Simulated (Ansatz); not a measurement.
Consider Y₂CN.

```yaml
crystal:
  lattice:
    - [3.56584, 0.00000, 0.00000]
    - [-1.78292, 3.08811, 0.00000]
    - [0.00000, 0.00000, 5.65482]
  atoms:
    - { symbol: Y, position: [0.33333, 0.66667, 0.75005] }
    - { symbol: Y, position: [0.66667, 0.33333, 0.24995] }
    - { symbol: C, position: [0.00000, 0.00000, 0.50000] }
    - { symbol: N, position: [0.00000, 0.00000, 0.00000] }
```

Space group P-3m1; a structure generated by program, which may or may not match a known phase; computed without spin polarisation.

All numbers below come from DFT PBE, scalar-relativistic, plane waves, PAW in Ansatz.

What will maps of the valence pseudo-density and electron localisation function show?

Y–N (2.50 Å): ρ is about 0.3 e/Å³ halfway; the ELF peaks at about 0.80 in the valence shell of N, 0.7 Å from its nucleus, and drops to about 0.15 between the two atoms (no localised pair shows between them).
Y–C (2.50 Å): ρ at the midpoint is about 0.33 e/Å³; the ELF peaks at about 0.80 in the valence shell of C, 0.7 Å from its nucleus, and is about 0.20 at the midpoint; no shared electron pair shows on this line.

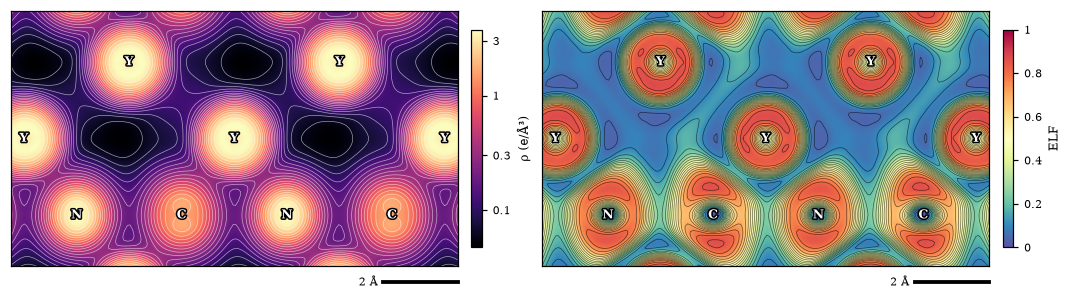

Computed valence pseudo-density and electron localisation function on the (110) plane of the conventional cell, in this order. 

In a PAW calculation such maps are meaningful between the atoms, not at the nuclei.
